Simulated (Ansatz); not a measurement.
The figure comes from a scan of Sn (beta-Sn type, space group I4_1/amd): one Sn atom of a 2-atom cell moves by s along Cartesian [110], with its periodic images. Method: PBE (plane waves to 420 eV, PAW, scalar-relativistic; Ansatz, a program for electronic structure). k mesh 13×13×13 (Γ-centred), Fermi-Dirac smearing 0.05 eV. Energies are smeared free energies. With partly filled bands, energies and forces of such displacements shift with the k mesh and the smearing. Sn was relaxed with its symmetry unable to fall. The PAW data are Ansatz's earlier set. The zero of ΔE is the undisplaced structure.

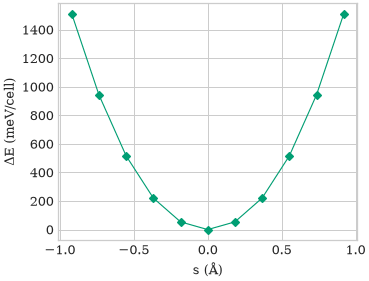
ΔE (meV/cell) against s (Å); markers are the computed points, lines only join them.

Question: Read the plotted values off the figure, to the accuracy that the plot allows.

Answer: To the nearest 20:

| s (Å) | ΔE (meV/cell) |
|---|---|
| -0.920 | 1520 |
| -0.736 | 940 |
| -0.552 | 520 |
| -0.368 | 220 |
| -0.184 | 60 |
| 0.000 | 0 |
| 0.184 | 60 |
| 0.368 | 220 |
| 0.552 | 520 |
| 0.736 | 940 |
| 0.920 | 1520 |

(For displaced atoms, the force is minus the slope of the energy, and its curvature is a force constant, which sets phonon frequencies.)
